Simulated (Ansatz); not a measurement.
CH₃GaO

```xyz
6

C    -0.7967   -0.0823   -0.6976
Ga    0.7254   -0.0090    0.5086
O     2.0281    0.0537    1.5410
H    -1.7275   -0.1898   -0.1086
H    -0.6860   -0.9491   -1.3768
H    -0.8401    0.8505   -1.2917
```

Geometry: PBE-D3(BJ)/def2-SVP.

Theory: isolated molecule in a Gaussian basis; Kohn-Sham density functional theory, functional PBE0 in Ansatz.

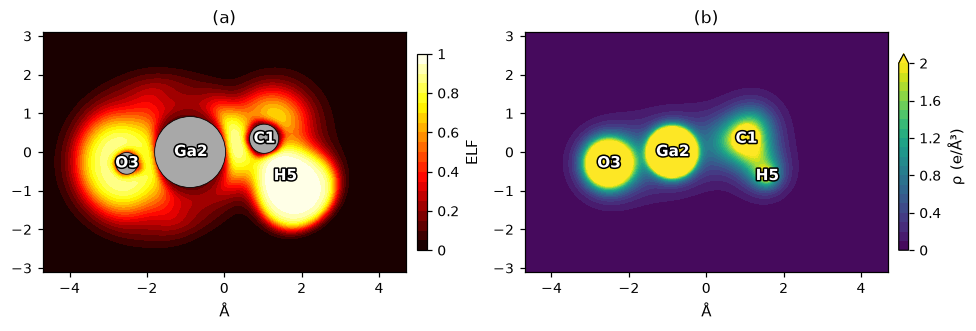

Figure 1. (a) ELF; (b) total electron density on the plane of atoms Ga2, C1 and H5. Grey discs cover the atomic cores in the ELF map.

Q: What does the map show?

A:
- Atoms in the plane: C, Ga, O and H.
- Ga–O (1.66 Å): ρ at the midpoint is about 1.2 e/Å³; the ELF peaks at about 0.75 in the valence shell of O, 0.5 Å from its nucleus, and is about 0.25 at the midpoint.
- C–Ga (1.94 Å): ρ at the midpoint is about 0.82 e/Å³; the ELF peaks at about 0.90 in the valence shell of C, 0.7 Å from its nucleus, and is about 0.60 at the midpoint.
- C–H (1.11 Å): the density is about 1.9 e/Å³ at the midpoint; the ELF climbs to about 1 towards the hydrogen, as it does in any bond to H; an ordinary covalent bond to hydrogen.
- The ELF also peaks beside O3, away from the bonds: lone-pair regions.

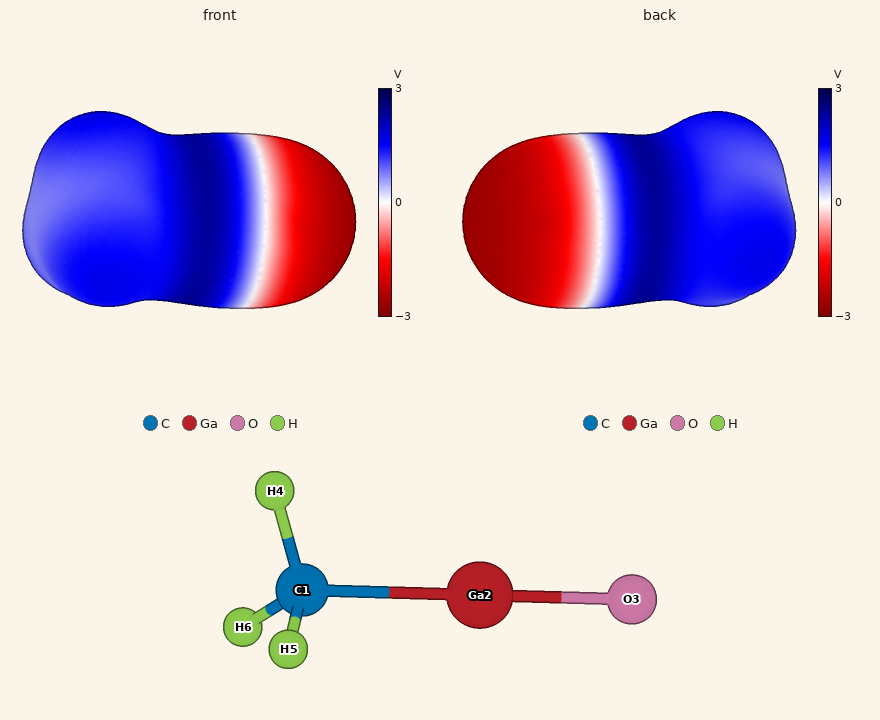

Figure 2. The electrostatic potential painted on the density surface at 0.002 e/bohr³, seen from the front and from behind; the colour scale runs from red (negative) to blue (positive). The bare structure is drawn below in the same view.

Q: Which sites attract a positive test charge, and which a negative one?

A: A positive charge is drawn to the negative regions and a negative charge to the positive ones. The most negative region (about −2.6 V) lies over O3, the most positive (about +2.4 V) over Ga2. O3 is the likeliest acceptor of a hydrogen bond.

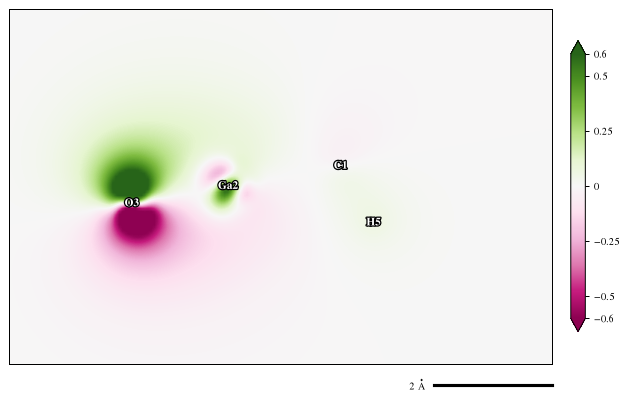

Figure 3. The HOMO on the plane of atoms Ga2, C1 and H5 (values in Å⁻³ᐟ²; the overall sign is arbitrary).

Q: Where does this orbital lie, and at what energy?

A: Its weight (Hirshfeld) is mainly on O3 (about 80 %) and Ga2 (about 20 %). It is one of a degenerate set, so its orientation is arbitrary. Its energy is −7.35 eV.
